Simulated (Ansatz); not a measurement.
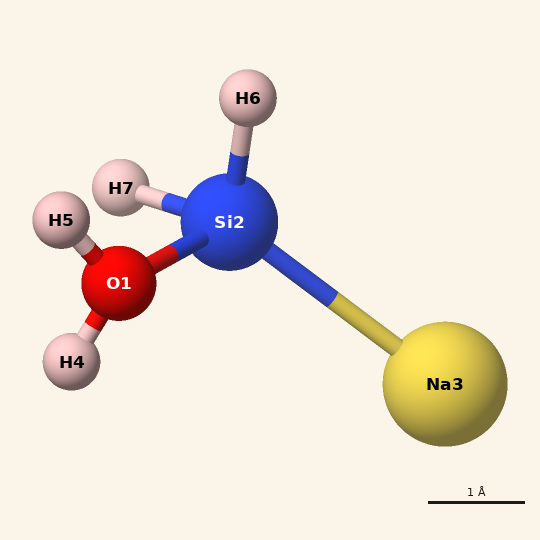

Atoms carry their numbers in the input. State: charge +1, singlet. The geometry was computed by an optimisation with PBE0-D4/def2-TZVP. No frequency run is at hand to confirm it as a minimum.

Estimate the angles Si2–O1–H4, Si2–O1–H5, H4–O1–H5, O1–Si2–Na3, O1–Si2–H6, O1–Si2–H7, Na3–Si2–H6, Na3–Si2–H7, H6–Si2–H7.

```
     angle  degrees
 Si2–O1–H4    118.3
 Si2–O1–H5    115.3
  H4–O1–H5    108.4
O1–Si2–Na3    115.9
 O1–Si2–H6     90.1
 O1–Si2–H7     94.5
Na3–Si2–H6    121.0
Na3–Si2–H7    126.2
 H6–Si2–H7    100.8
```
